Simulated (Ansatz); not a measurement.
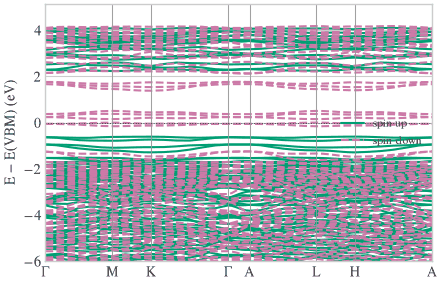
*Band structure from the program Ansatz at the r²SCAN level (PAW)*

Problem. Read off the gap and where the band edges lie.

Solution. About 0.2 eV (0.15 eV by a search for the band edges); maximum at L, minimum at L.

Problem. Pick the material that matches.
A) Rb2PdC2, P-3m1 (C on 2c, Rb on 2d, Pd on 1a)
B) Co2Li5Nb5O18, P3 (Pearson symbol hP30)
C) CoLi5Nb5O18Ti, P3 (Pearson symbol hP30)
D) Rb2NbF6, P-3m1 (Rb on 2d, Nb on 1a, F on 6i)

Solution. B, Co2Li5Nb5O18, P3 (Pearson symbol hP30)

The start of the workflow was typed in or built on a structure type; neither database checked (COD, Materials Project) lists it. Its standing as an ambient phase is unchecked. The cell was relaxed with r²SCAN under the symmetry of its start; whether a distortion lowers the energy is not shown. Spin order of the final state: ferromagnetic, chosen from 2 collinear starts compared on coarse meshes (ties went to the first, and starts can fall back to one state), not a proven ground state. Other orbital occupations within this spin state were not tried. No Hubbard U is applied. Spin–orbit coupling is left out wherever it is not named.

Potentials: the later of the program's two PAW sets.
